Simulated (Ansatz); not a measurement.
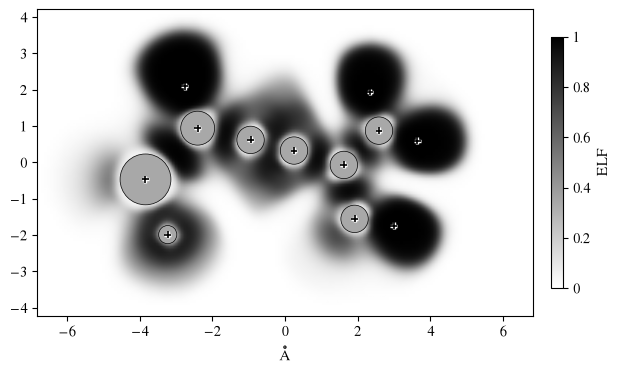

The electron localisation function on a plane through atoms (crosses mark nuclei in the plane; grey discs cover the cores).

The calculation used Ansatz, isolated molecule in a Gaussian basis; Kohn-Sham density functional theory, functional PBE0.

Candidates:
A. C3H10B2N2 (SMILES BN1CCNB1C)
B. C3H8F2OSi (SMILES C[SiH2]OCC(F)F)
C. C5H8BFSi (SMILES C=C(C)C#CB[SiH2]F)

**Which system is this?**

Candidate C: C5H8BFSi on the plane of atoms C1, C2 and C4, which holds C, B, F, Si and H. C–C (1.23 Å): the ELF peaks at about 0.85 between the atoms; a multiple bond. C–B (1.49 Å): the ELF peaks at about 0.95 between the atoms; localised, covalent bonding.
